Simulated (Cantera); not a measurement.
Input: 1 mol CH3F, 2.4 mol H2, held at 25.5 Torr.

These are equilibrium values from Cantera (NASA tables, ideal gas, pure condensed phases), not measurements of a reactor. Candidate condensed phases: C, C6H6, C7H8, C8H18; 95 gas species. Rates play no part.

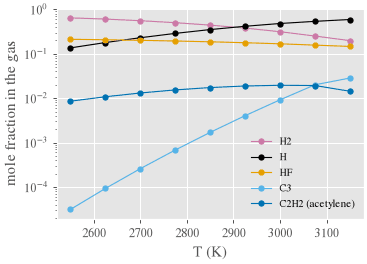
*Equilibrium gas composition (values under 1e-9 drawn at 1e-9)*

Read off the mole fractions at 3000 K.

H about 0.48, H2 about 0.31, HF about 0.17, C2H2 (acetylene) about 0.020, C3 about 0.0092.
